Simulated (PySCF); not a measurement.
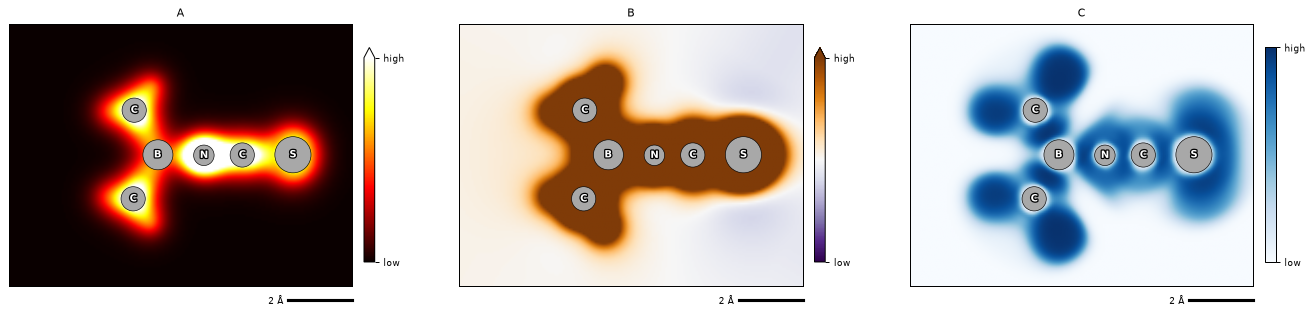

C3H6BNS (BMe2(NCS)): 3 fields on the plane of atoms C2, B1 and N10, with unlabelled colour scales. Grey discs cover the atomic cores.

Geometry: PBE0-D3(BJ)/def2-SVP.

All numbers below come from B3LYP/def2-SVPD, SCF density, gas phase (PySCF).

> Match the panels to the quantities (electron density, electron localisation function and electrostatic potential).

Panel A: electron density. Panel B: electrostatic potential (strongly positive close to the atoms, with negative regions outside electron-rich atoms). Panel C: electron localisation function. From the grid: C–N (1.19 Å): the density is about 3.1 e/Å³ at the midpoint; the ELF peaks at about 0.85 between the atoms; a multiple bond. B–N (1.43 Å): the density is about 1.7 e/Å³ at the midpoint; the ELF peaks at about 0.95 between the atoms, as expected for a polar covalent bond.
